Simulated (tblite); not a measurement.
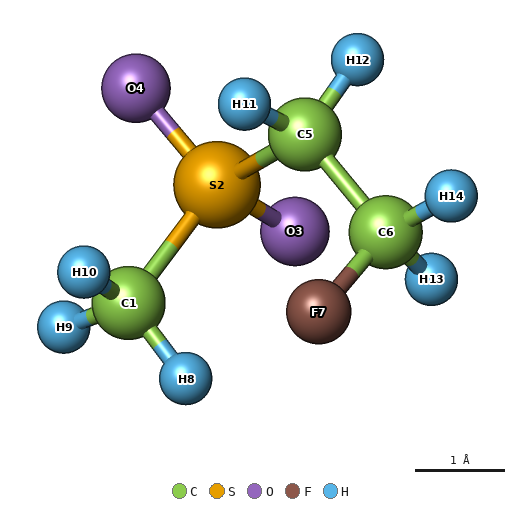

Starting structure of C$_{3}$H$_{7}$FO$_{2}$S. Style: ball-and-stick. Shown at a tilt.

The calculation used GFN2-xTB geometry optimisation, gas phase (tblite 0.8.0).

```xyz
14

C     1.6306    0.2945   -0.5790
S     0.7153   -0.8200    0.4569
O     0.4163   -2.0153   -0.3026
O     1.4534   -0.9305    1.7053
C    -0.8067    0.0049    0.8469
C    -1.6105    0.2898   -0.4055
F    -1.0280    1.3329   -1.0696
H     1.1308    0.3748   -1.5416
H     2.6330   -0.1092   -0.7131
H     1.6719    1.2694   -0.0830
H    -0.5562    0.9261    1.3707
H    -1.3635   -0.6593    1.5129
H    -1.6704   -0.5594   -1.0760
H    -2.6167    0.6010   -0.1444
```

> Where does the relaxation end?

The energy falls by 0.102 eV in 92 geometry steps. H10 moves most after the best rigid fit: 0.38 Å. Largest moves by element: H 0.38 Å, F 0.28 Å, O 0.19 Å, C 0.12 Å, S 0.03 Å. Near-neighbour distances that change, for instance: S2–C5 1.775 → 1.835 Å, C1–S2 1.776 → 1.810 Å, C1–H10 1.095 → 1.082 Å, C6–H13 1.084 → 1.095 Å. Among the angles between lasting bonds that change: C5–C6–H13 113.2° → 110.0°, C5–C6–H14 110.3° → 112.4°.

Step by step:

```json
{"step": "0", "E − E(0), eV": "0.0000"}
{"step": "1", "E − E(0), eV": "-0.0475"}
{"step": "2", "E − E(0), eV": "-0.0590"}
{"step": "3", "E − E(0), eV": "-0.0689"}
{"step": "4", "E − E(0), eV": "-0.0759"}
{"step": "5", "E − E(0), eV": "-0.0809"}
{"step": "6", "E − E(0), eV": "-0.0828"}
{"step": "7", "E − E(0), eV": "-0.0843"}
{"step": "8", "E − E(0), eV": "-0.0855"}
{"step": "9", "E − E(0), eV": "-0.0862"}
{"step": "10", "E − E(0), eV": "-0.0867"}
{"step": "14", "E − E(0), eV": "-0.0890"}
{"step": "19", "E − E(0), eV": "-0.0912"}
{"step": "23", "E − E(0), eV": "-0.0924"}
{"step": "27", "E − E(0), eV": "-0.0930"}
{"step": "32", "E − E(0), eV": "-0.0940"}
{"step": "36", "E − E(0), eV": "-0.0948"}
{"step": "40", "E − E(0), eV": "-0.0960"}
{"step": "45", "E − E(0), eV": "-0.0966"}
{"step": "49", "E − E(0), eV": "-0.0970"}
{"step": "53", "E − E(0), eV": "-0.0977"}
{"step": "57", "E − E(0), eV": "-0.0992"}
{"step": "62", "E − E(0), eV": "-0.1004"}
{"step": "66", "E − E(0), eV": "-0.1009"}
{"step": "70", "E − E(0), eV": "-0.1011"}
{"step": "75", "E − E(0), eV": "-0.1012"}
{"step": "79", "E − E(0), eV": "-0.1013"}
{"step": "83", "E − E(0), eV": "-0.1015"}
{"step": "88", "E − E(0), eV": "-0.1020"}
{"step": "92", "E − E(0), eV": "-0.1021"}
```

Final geometry:

```xyz
14

C     1.7255    0.3483   -0.5259
S     0.7164   -0.8149    0.4243
O     0.3535   -1.9233   -0.4144
O     1.3913   -1.0996    1.6595
C    -0.8250    0.0927    0.8353
C    -1.6895    0.2098   -0.3953
F    -1.1821    1.1729   -1.2374
H     1.1631    0.6769   -1.3893
H     2.6190   -0.1818   -0.8320
H     1.9800    1.1749    0.1238
H    -0.5400    1.0617    1.2341
H    -1.3148   -0.4990    1.6025
H    -1.6843   -0.7351   -0.9483
H    -2.7137    0.5163   -0.1591
```

After the run, drawn alike:

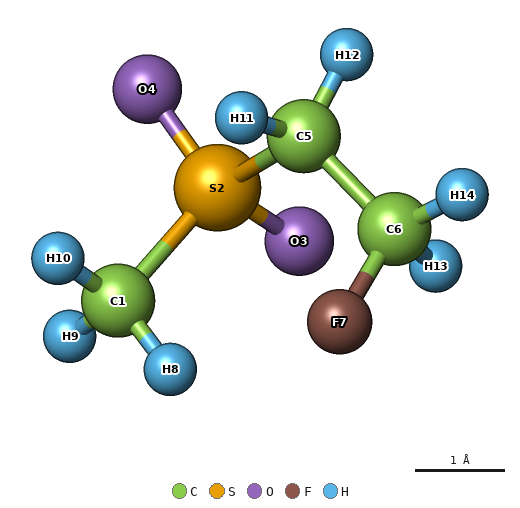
